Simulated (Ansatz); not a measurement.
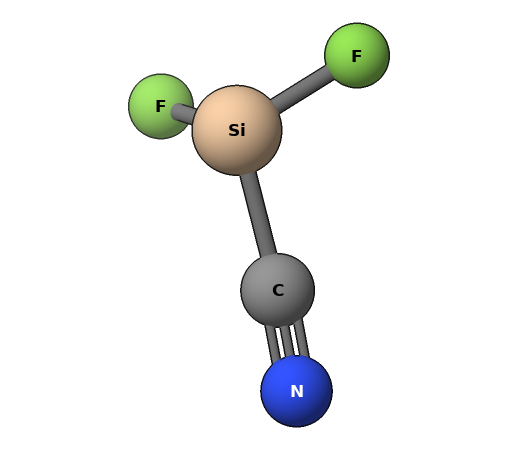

Multiple sticks mark multiple bonds (one Kekulé form).

State: neutral, doublet. Computed geometry: PBE0-D4/def2-TZVP optimisation.

Question: Count the atoms of each element.

Answer: CF2NSi, 5 atoms: 1 carbon, 2 fluorine, 1 nitrogen and 1 silicon.

Question: Give a SMILES string for it.

Answer: N#C[Si](F)F

Question: What is the point group of this geometry?

Answer: Cs.

Question: How many atoms are distinct by symmetry?

Answer: 4: 1 N, 1 C, 1 Si, 2 F.

More results for the same structure follow; atom numbers are the same in all pictures, views and colours differ.

**Electronic properties**

Level of theory: UKS PBE0-D4/def2-TZVP (Ansatz 0.2.0).

Question: What is the dipole moment?

Answer: 2.36 D.

Question: Give the harmonic zero-point energy at this level.

Answer: 36.9 kJ/mol.

Question: Estimate the ⟨S²⟩ of the determinant.

Answer: 0.752.

**Thermal motion**

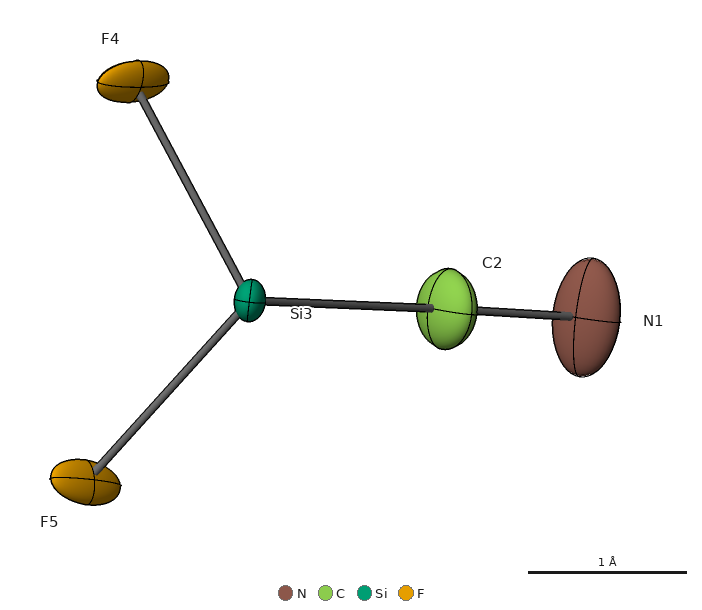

Displacement ellipsoids at the 50 % level, enlarged 2 times, from the internal vibrations of the free molecule (harmonic, no overall translation or rotation; no half-axis is drawn under 0.075 Å). Vibrations computed with UKS PBE0-D4/def2-TZVP (Ansatz 0.2.0). Temperature: 400 K.

Question: Which atom has the largest mean-square displacement?

Answer: N1, with U_eq = 0.0076 Å².

Give the displacement parameters, one line for each set of equivalent atoms.

```
  atom  U_eq (Å²)   rms amplitudes (Å)
    N1     0.0076  0.043, 0.078, 0.122
    C2     0.0060  0.046, 0.083, 0.094
   Si3     0.0018  0.032, 0.044, 0.051
F4, F5     0.0043  0.026, 0.047, 0.099
```

**Charges**

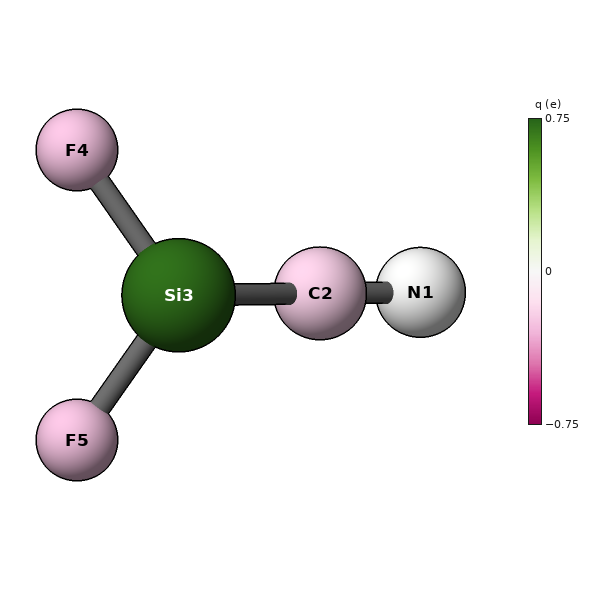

Atoms are coloured by their Mulliken charges. Properties computed with UKS PBE0-D4/def2-TZVP (Ansatz 0.2.0).

Question: Which atom carries the highest charge (most positive or least negative)?

Answer: Si3 (0.71 e).

Question: And the lowest?

Answer: F4, F5 (−0.25 e).

Give the Mulliken charges atom by atom.

| atom | value (e) |
| --- | --- |
| N1 | 0.00 |
| C2 | −0.21 |
| Si3 | 0.71 |
| F4 | −0.25 |
| F5 | −0.25 |

Mulliken values depend strongly on the basis set and can even reverse the polarity of a bond.
